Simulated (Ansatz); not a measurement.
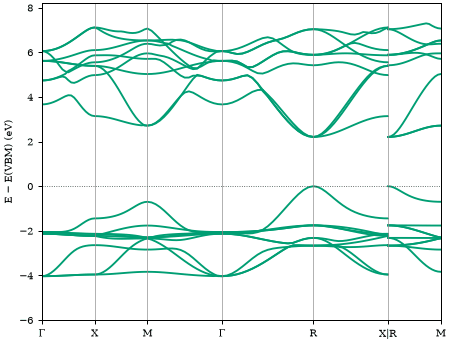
Fig. 1. Band structure from PBE (plane waves, PAW; program Ansatz)

### Question
Read off the gap and where the band edges lie.

### Answer
About 2.2 eV (2.21 eV by a search for the band edges); maximum at R, minimum at R.

The material is CsPbCl₃ (cubic perovskite, Pm-3m).

This is a known high-temperature phase of the composition, computed here at zero pressure and temperature. The cell was relaxed with PBE under the symmetry of its start; phonons on a q-mesh show weakly imaginary modes. Scalar-relativistic: spin–orbit coupling is off unless named, which matters more the heavier the elements.

Potentials: the later of the program's two PAW sets.
